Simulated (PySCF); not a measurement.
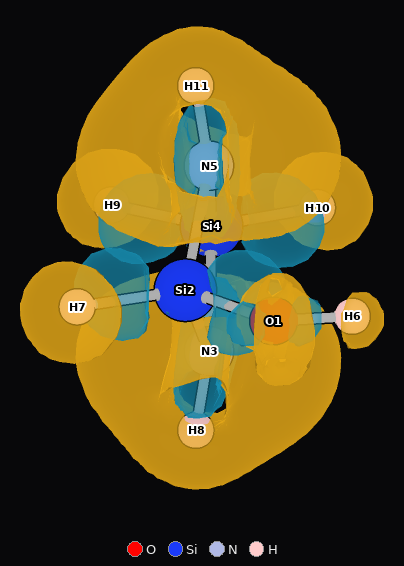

Figure 1: H6N2OSi2, SMILES `O[SiH]1N[SiH2]N1`. Fukui function f⁻ = ρ(N) − ρ(N−1) at fixed geometry, surfaces at ±0.015 e/Å³ (yellow positive, teal negative).

PySCF calculation, ωB97X/6-311+G**, gas phase; geometry: GFN2-xTB. No frequency check shows the geometry to be a minimum.

The calculation's input:

```python
import numpy as np
from pyscf import gto, scf, dft
from pyscf.scf import atom_ks, atom_hf
from scipy.linalg import block_diag

def solve(mol, dm0=None, hcore=None):
    mf = (dft.UKS if mol.spin else dft.RKS)(mol, xc='wb97x')
    mf.grids.level = 3
    mf = mf.density_fit(auxbasis='def2-universal-jkfit')
    mf.conv_tol, mf.max_cycle = 1e-8, 80
    if hcore is not None:
        mf.get_hcore = lambda *args: hcore
    mf.kernel(dm0)
    if not mf.converged:
        mf = mf.newton().run(mf.mo_coeff, mf.mo_occ, max_cycle=30)
    assert mf.converged, 'SCF not converged'
    return mf

mol = gto.M(atom='''
O     -2.21569     0.00013     0.49739
Si    -0.88223    -0.00011    -0.41946
N      0.35493    -1.15621    -0.01006
Si     1.64323     0.00007     0.15323
N      0.35482     1.15621    -0.01031
H     -2.12573     0.00009     1.44736
H     -1.41048    -0.00060    -1.76814
H      0.39092    -2.14624    -0.16338
H      2.60908    -0.00019    -0.94283
H      2.24870     0.00026     1.48157
H      0.39072     2.14621    -0.16385
''', basis='6-311+g**', charge=0, spin=0, verbose=4)
mf = solve(mol)
out = dict(e0=mf.e_tot, dm0=mf.make_rdm1(), c=mf.mo_coeff, occ=mf.mo_occ, eps=mf.mo_energy)
for name, dq, spin in [('cation', 1, 1), ('anion', -1, 1)]:
    ion = mol.copy().set(charge=mol.charge + dq, spin=spin).build()
    mi = solve(ion)
    if spin and dq > 0 and mol.nao < 130:
        c, _, stable, _ = mi.stability(return_status=True)
        if not stable:
            mi = solve(ion, mi.make_rdm1(c, mi.mo_occ))
    print(name, 'vertical energy change / eV', (mi.e_tot - mf.e_tot) * 27.211386)
    out.update({'e_' + name: mi.e_tot, 'dm_' + name: mi.make_rdm1(), 's2_' + name: mi.spin_square()[0], 'eps_' + name: mi.mo_energy, 'occ_' + name: mi.mo_occ})
# spherically averaged free atoms, for the promolecule
atm = atom_ks.get_atm_nrks(mol, xc='wb97x')
pro = block_diag(*[(atm[a[0]][2] * atm[a[0]][3]) @ atm[a[0]][2].T for a in mol._atom])
np.savez('result.npz', pro=pro, **out)
```

Run with:

```sh
OMP_NUM_THREADS=1 python input.py
```

The run took 2.2 min on 1 thread of Arm Neoverse V2 (shared host), peak memory 0.87 GiB.

Partitions, critical points and surface values were worked out afterwards from this run's density.

> Which atoms respond most to the removal of an electron?

f⁻ (Hirshfeld-condensed) is largest on N3 and N5 (0.20 each) and Si4 (0.12); the vertical ionisation energy is 9.35 eV (the stability of the cation's solution wasn't checked). Condensed values hint at sites of electrophilic attack but needn't mark the atom that reacts. Orbital relaxation makes it negative in places (0.27 e in all).
